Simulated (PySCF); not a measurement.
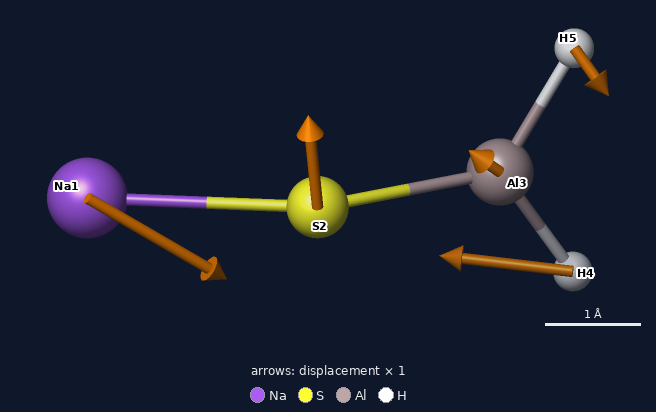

This is a relaxation of NaAlH₂S. The starting structure is drawn; orange arrows show the displacements, at their true length. The two geometries are superimposed by the best rigid fit.

Style: ball-and-stick. Shown at a tilt.

Computed with RKS PBE0-D4/def2-TZVP, density fitting (PySCF). 

What happened in the run?

The energy falls by 38.2 kJ/mol in 23 geometry steps. The largest move after the best rigid fit is that of Na1, 1.87 Å. By element the largest moves are Na 1.87 Å, H 1.42 Å, S 1.17 Å, Al 0.47 Å. Among the contacts that change: Na1–H4 5.353 → 2.354 Å, Na1–Al3 4.387 → 2.919 Å, Na1–S2 2.439 → 2.552 Å, Al3–H4 1.547 → 1.649 Å. New bonds form, among them: Na1–H4 (5.35 → 2.35 Å). Among the angles between lasting bonds that change: Na1–S2–Al3 149.0° → 77.0°, S2–Al3–H5 122.4° → 133.2°, S2–Al3–H4 122.6° → 112.1°. Groups turn about S2–Al3 by about 90°.
